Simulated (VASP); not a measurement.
## Driving VASP from ASE on CoSi2

Do ASE scripts that read CoSi2 from different structure formats give one answer, and do several routes find one equilibrium volume? All runs use LDA. Left out of this account: 1 further run (fields: a reference on another mesh). The start is a cell from a database of measured crystal structures.

Method: LDA, spin-polarised from a ferromagnetic start (one magnetic atom a cell); plane waves and PAW (Co, Si), in the first sound run; inputs show where later runs differ, in VASP 6.6.1.

## (1) Set-up

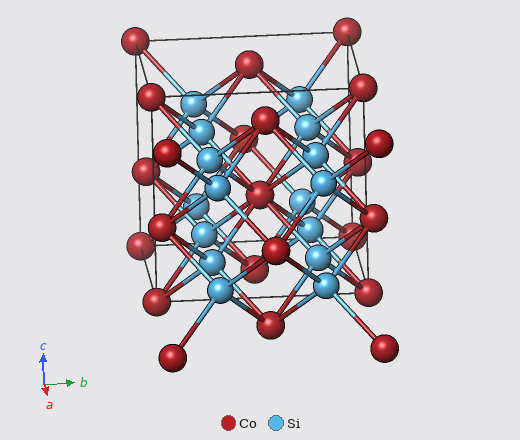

The cell as given, slightly off an axis (cobalt red, silicon blue). 2×1×1 cells are drawn. This picture shows the conventional cell, with its axes. Some periodic images of atoms are drawn too.

Structure file:

```cif
data_structure
_symmetry_space_group_name_H-M 'Fm-3m'
_symmetry_Int_Tables_number 225
_cell_length_a 5.3650
_cell_length_b 5.3650
_cell_length_c 5.3650
_cell_angle_alpha 90.000
_cell_angle_beta 90.000
_cell_angle_gamma 90.000
_cell_volume 154.42
loop_
_atom_site_label
_atom_site_type_symbol
_atom_site_symmetry_multiplicity
_atom_site_Wyckoff_symbol
_atom_site_fract_x
_atom_site_fract_y
_atom_site_fract_z
_atom_site_occupancy
Co1 Co 4 a 0.00000 0.00000 0.00000 1
Si1 Si 8 c 0.25000 0.75000 0.75000 1
```

## (2) Total energy, forces and stress (LDA, through ASE)

A single point through ASE, with the structure read from an extended xyz file.

The input, run.py:

```python
import numpy as np
from ase.calculators.vasp import Vasp
from ase.io import read
from ase.dft.bandgap import bandgap

atoms = read('CoSi2.xyz')

calc = Vasp(
    xc='lda',
    pp='LDA',
    prec='Accurate',
    encut=400,
    ediff=1e-06,
    nelm=100,
    ismear=-1,
    sigma=0.05,
    lreal=False,
    algo='Normal',
    nbands=18,
    ispin=2,
    lasph=True,
    lmaxmix=4,
    lorbit=11,
    lwave=False,
    lcharg=False,
    kpar=4,
    isif=2,
    pp_version='64',
    setups={'Co': '', 'Si': ''},
    kpts=(10, 10, 10),
    gamma=True,
    txt='vasp.out',
    magmom=[2.0, 0.0, 0.0],
)
atoms.calc = calc

print("energy (eV):", round(atoms.get_potential_energy(), 6))
print("Fermi level (eV):", round(calc.get_fermi_level(), 4))
print("forces (eV/A):")
print(np.round(atoms.get_forces(), 4))
print("stress (GPa, Voigt, tension positive):", np.round(atoms.get_stress() * 160.21766, 3))
print("magnetic moment (muB):", round(atoms.get_magnetic_moment(), 3))
gap, p1, p2 = bandgap(calc, direct=False)
print("gap on the mesh (eV):", round(gap, 4))
```

The input, CoSi2.xyz:

```xyz
3
Lattice="0.0000000000 2.6825000000 2.6825000000 2.6825000000 0.0000000000 2.6825000000 2.6825000000 2.6825000000 0.0000000000" Properties=species:S:1:pos:R:3 pbc="T T T"
Co     0.0000000000      0.0000000000      0.0000000000
Si     1.3412500000      1.3412500000      1.3412500000
Si     4.0237500000      4.0237500000      4.0237500000
```

The projector-augmented-wave data sets are Co and Si (LDA family, release 64).

Run with:

```console
$ export ASE_VASP_COMMAND="mpirun -np 4 vasp_std"
$ python run.py
```

The log of the run:

```text
energy (eV): -21.873878
Fermi level (eV): 9.9262
forces (eV/A):
[[ 0.  0.  0.]
 [-0.  0.  0.]
 [ 0. -0. -0.]]
stress (GPa, Voigt, tension positive): [ 9.257  9.257  9.257 -0.     0.     0.   ]
magnetic moment (muB): -0.0
gap on the mesh (eV): 0.0
```

The job ended after 19 s (4 MPI ranks of Intel Xeon Platinum 8259CL at 2.50GHz (Skylake/Cascade Lake), shared host; peak memory 0.64 GiB).

Lines that name or quote the potential files are left out of all logs, and their timing lines are given in words.

ASE turned this into the INCAR:

```
ENCUT = 400.000000
SIGMA = 0.050000
EDIFF = 1.00e-06
ALGO = Normal
PREC = Accurate
ISIF = 2
ISMEAR = -1
ISPIN = 2
KPAR = 4
LMAXMIX = 4
LORBIT = 11
NBANDS = 18
NELM = 100
MAGMOM = 1*2.0000 2*0.0000
LASPH = .TRUE.
LCHARG = .FALSE.
LWAVE = .FALSE.
LREAL = .FALSE.
```

The KPOINTS that ASE wrote:

```
KPOINTS created by Atomic Simulation Environment
0
Gamma
10 10 10
0 0 0
```

VASP's own log, vasp.out:

```text
[banner, memory and clock lines left out]
running    4 mpi-ranks, on    1 nodes
 distrk:  each k-point on    1 cores,    4 groups
 distr:  one band on    1 cores,    1 groups

 POSCAR found type information on POSCAR CoSi
 POSCAR found :  2 types and       3 ions
 LDA part: xc-table for (Slater(with rela. corr.)+CA(PZ))
 , standard interpolation
 POSCAR, INCAR and KPOINTS ok, starting setup
 FFT: planning ... GRIDC
 FFT: planning ... GRID_SOFT
 FFT: planning ... GRID
 WAVECAR not read
 entering main loop
       N       E                     dE             d eps       ncg     rms          rms(c)
DAV:   1     0.531934303763E+02    0.53193E+02   -0.56400E+03  3424   0.730E+02
DAV:   2    -0.196105332507E+02   -0.72804E+02   -0.64223E+02  3590   0.171E+02
DAV:   3    -0.229100257317E+02   -0.32995E+01   -0.32081E+01  4350   0.410E+01
DAV:   4    -0.229664047391E+02   -0.56379E-01   -0.56262E-01  4052   0.500E+00
DAV:   5    -0.229680799626E+02   -0.16752E-02   -0.16750E-02  4234   0.906E-01    0.160E+01
DAV:   6    -0.271120495763E+02   -0.41440E+01   -0.19410E+01  3608   0.927E+01    0.188E+01
DAV:   7    -0.219320608423E+02    0.51800E+01   -0.96254E+00  4190   0.732E+01    0.341E+00
DAV:   8    -0.219159089856E+02    0.16152E-01   -0.64194E-01  4080   0.487E+00    0.206E+00
DAV:   9    -0.218786469881E+02    0.37262E-01   -0.73060E-02  4030   0.453E+00    0.757E-01
DAV:  10    -0.218780961853E+02    0.55080E-03   -0.37338E-03  4730   0.506E-01    0.326E-01
DAV:  11    -0.218776875483E+02    0.40864E-03   -0.49713E-04  4562   0.355E-01    0.141E-01
DAV:  12    -0.218777091070E+02   -0.21559E-04   -0.11324E-04  4558   0.120E-01    0.462E-02
DAV:  13    -0.218777023835E+02    0.67235E-05   -0.11868E-05  4662   0.428E-02    0.149E-02
DAV:  14    -0.218777012964E+02    0.10870E-05   -0.58568E-07  2086   0.962E-03    0.411E-03
DAV:  15    -0.218777013839E+02   -0.87420E-07   -0.36994E-07  2070   0.485E-03
   1 F= -.21877701E+02 E0= -.21873878E+02  d E =-.764773E-02  mag=     0.0000
```

Parts of OUTCAR (step 2):

```text
ion  position               nearest neighbor table
   1  0.000  0.000  0.000-   3 2.32   3 2.32   3 2.32   2 2.32   3 2.32   2 2.32   2 2.32   2 2.32

  LATTYP: Found a face centered cubic cell.
 ALAT       =     5.3650000000

 Subroutine GETGRP returns: Found 48 space group operations
 (whereof 48 operations were pure point group operations)

The static configuration has the point symmetry O_h .

 Found     47 irreducible k-points:

   k-points           NKPTS =     47   k-points in BZ     NKDIM =     47   number of bands    NBANDS=     18

   dimension x,y,z NGX =    28 NGY =   28 NGZ =   28
   dimension x,y,z NGXF=    56 NGYF=   56 NGZF=   56

   ENCUT  =  400.0 eV  29.40 Ry    5.42 a.u.   6.19  6.19  6.19*2*pi/ulx,y,z

   NELECT =      17.0000    total number of electrons

 k-points in reciprocal lattice and weights: KPOINTS created by Atomic Simulation Env
   0.00000000  0.00000000  0.00000000       0.001
   0.10000000  0.00000000  0.00000000       0.008
   0.20000000  0.00000000  0.00000000       0.008
   0.30000000  0.00000000  0.00000000       0.008
   0.40000000  0.00000000  0.00000000       0.008
   0.50000000  0.00000000  0.00000000       0.004
   0.10000000  0.10000000  0.00000000       0.006
   0.20000000  0.10000000  0.00000000       0.024
   0.30000000  0.10000000  0.00000000       0.024
[...]
-0.30000000  0.40000000  0.20000000       0.024
  -0.30000000  0.50000000  0.20000000       0.012

 average (electrostatic) potential at core
       1 -78.1019       2 -81.1219       3 -81.1219

 E-fermi :   9.9262

 spin component 1
 k-point     1 :       0.0000    0.0000    0.0000
  band No.  band energies     occupation
    ...
      2       5.8542      1.00000
      3       5.8542      1.00000
      4       5.8542      1.00000
      5       8.0318      1.00000
      6       8.0318      1.00000
      7      10.5478      0.00000
      8      13.3143      0.00000
      9      13.3143      0.00000
     10      13.3143      0.00000
     11      13.3912      0.00000
    ...

 k-point     2 :       0.1000    0.0000    0.0000
  band No.  band energies     occupation
    ...
      2       5.4844      1.00000
      3       5.9078      1.00000
      4       5.9078      1.00000
      5       7.9881      1.00000
      6       7.9881      1.00000
      7      10.6388      0.00000
      8      11.7236      0.00000
      9      12.4565      0.00000
     10      12.4565      0.00000
     11      14.2358      0.00000
    ...

 k-point     3 :       0.2000    0.0000    0.0000
  band No.  band energies     occupation
    ...
      3       6.0488      1.00000
      4       6.0488      1.00000
      5       7.9071      1.00000
      6       7.9071      1.00000
      7       9.6402      0.99673
      8      11.5746      0.00000
      9      11.5746      0.00000
     10      11.7952      0.00000
     11      14.0647      0.00000
     12      14.0647      0.00000
    ...

 k-point     4 :       0.3000    0.0000    0.0000
  band No.  band energies     occupation
    ...
      3       6.2138      1.00000
      4       6.2138      1.00000
      5       7.9122      1.00000
      6       7.9122      1.00000
      7       8.5575      1.00000
      8      10.6813      0.00000
      9      10.6813      0.00000
     10      12.3231      0.00000
     11      13.6332      0.00000
     12      13.6332      0.00000
    ...

 k-point     5 :       0.4000    0.0000    0.0000
  band No.  band energies     occupation
    ...
      5       7.9249      1.00000
      6       8.1002      1.00000
      7       8.1002      1.00000
      8       9.8833      0.70216
      9       9.8833      0.70216
     10      12.5285      0.00000
     11      13.4024      0.00000
     12      13.4024      0.00000
     13      14.1511      0.00000
     14      19.0403      0.00000
    ...

 k-point     6 :       0.5000    0.0000    0.0000
  band No.  band energies     occupation
    ...
      5       7.7218      1.00000
      6       8.2896      1.00000
      7       8.2896      1.00000
      8       9.4847      0.99985
      9       9.4847      0.99985
     10      12.5407      0.00000
     11      13.3329      0.00000
     12      13.3329      0.00000
     13      14.1676      0.00000
     14      20.2606      0.00000
    ...

  Total       -2.2305440     -2.2305440     -2.2305440     -0.0000000      0.0000000     -0.0000000
  in kB      -92.5704091    -92.5704091    -92.5704091     -0.0000000      0.0000000     -0.0000000
  external PRESSURE =     -92.5704091 kB  Pullay stress =       0.0000000 kB

  energy-cutoff  :      400.00
  volume of cell :       38.61
      direct lattice vectors                 reciprocal lattice vectors
     0.000000000  2.682500000  2.682500000    -0.186393290  0.186393290  0.186393290
     2.682500000  0.000000000  2.682500000     0.186393290 -0.186393290  0.186393290
     2.682500000  2.682500000  0.000000000     0.186393290  0.186393290 -0.186393290

 POSITION                                       TOTAL-FORCE (eV/Angst)
 -----------------------------------------------------------------------------------
      0.00000      0.00000      0.00000         0.000000      0.000000      0.000000
      1.34125      1.34125      1.34125        -0.000000      0.000000      0.000000
      4.02375      4.02375      4.02375         0.000000     -0.000000     -0.000000
 -----------------------------------------------------------------------------------
    total drift:                               -0.000000     -0.000000      0.000000

  FREE ENERGIE OF THE ION-ELECTRON SYSTEM (eV)
  ---------------------------------------------------
  free  energy   TOTEN  =       -21.8777013839 eV

  energy  without entropy=      -21.8700536551  energy(sigma->0) =      -21.87387752

 total charge
# of ion       s       p       d       tot
------------------------------------------
    1        0.540   0.712   7.611   8.863
    2        0.724   0.875   0.000   1.599
    3        0.724   0.875   0.000   1.599
--------------------------------------------------
tot          1.988   2.462   7.611  12.061

 magnetization (x)
# of ion       s       p       d       tot
------------------------------------------
    1       -0.000  -0.000  -0.000  -0.000
    2       -0.000   0.000   0.000  -0.000
    3       -0.000   0.000   0.000  -0.000
--------------------------------------------------
tot         -0.000   0.000  -0.000  -0.000

[... 5 further parts left out ...]
```

The moments of the start collapse, so the state is non-magnetic; other starts or orders were not tried. At this level the cell is under a tension of 9.3 GPa, so at these settings it is away from equilibrium.

This step gave:

| Item | Value |
| --- | --- |
| SCF cycles | 15 |
| electrons | 17 |
| bands | 18 |
| irreducible k-points | 47 |
| symmetry operations | 48 |
| free energy (TOTEN) | -21.88 eV |
| energy at zero smearing | -21.87 eV |
| Fermi energy | 9.926 eV |
| pressure | -9.257 GPa |
| metallic | yes |

The spin moment in the PAW sphere vanishes on all atoms.

The pressure is -9.26 GPa and the largest force 0.000 eV/Å, so the cell is not at a minimum at these settings.

(Continued in part 2 of 4.)

[Lines on the potential files, build, host, timing and source positions are cut from VASP's logs without a mark.]

[Logs are printed without paths, hosts, clocks, repeated set-up lines and the standing remarks that a program may print on its own settings, such as how far it seeks lower states.]

[Hosts, paths, dates, database ids (printed as entryN), source tags and the programs' standing remarks are cut or masked in the printed files.]

[A measured line is paired with the nearest computed mode of its activity, which favours agreement.]
